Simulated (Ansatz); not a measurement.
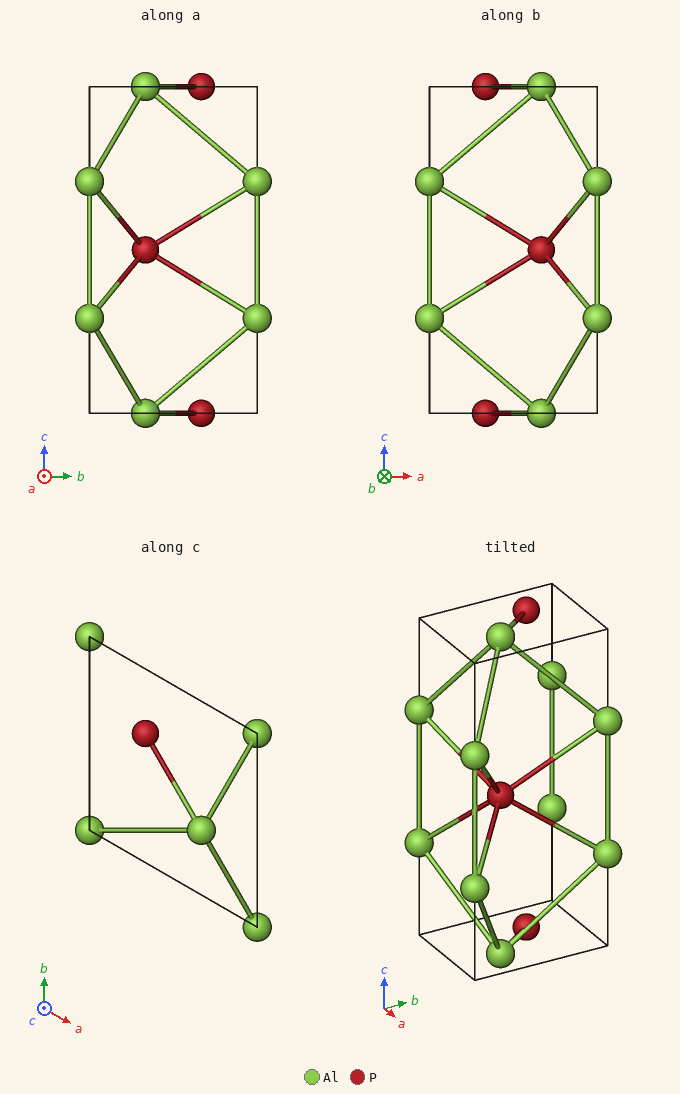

Drawn in the ball-and-stick manner and seen along the a axis, along the b axis, along the c axis and slightly off an axis. The conventional unit cell is outlined; an atom on or near a face, edge or corner is repeated at each equivalent position.

Lattice parameters: a = 3.9677 Å, b = 3.9677 Å, c = 6.6938 Å, α = 90.000°, β = 90.000°, γ = 120.000°.

Q: Reconstruct the structure as a CIF in P1 with every atom of the cell, with free fractional coordinates to two decimals.

A:
```cif
data_structure
_symmetry_space_group_name_H-M 'P 1'
_symmetry_Int_Tables_number 1
_cell_length_a 3.9677
_cell_length_b 3.9677
_cell_length_c 6.6938
_cell_angle_alpha 90.000
_cell_angle_beta 90.000
_cell_angle_gamma 120.000
_cell_volume 91.26
loop_
_atom_site_label
_atom_site_type_symbol
_atom_site_fract_x
_atom_site_fract_y
_atom_site_fract_z
_atom_site_occupancy
Al1 Al 0.00 0.00 0.71 1
Al2 Al 0.00 0.00 0.29 1
Al3 Al 0.6667 0.3333 0.00 1
P1 P 0.6667 0.3333 0.50 1
P2 P 0.3333 0.6667 0.00 1
```

The structure was taken from a structure type filled with these elements by a generator (whether the compound takes this form wasn't checked). Atoms and cell were optimised with Ansatz, DFT PBE, scalar-relativistic, plane waves, PAW.
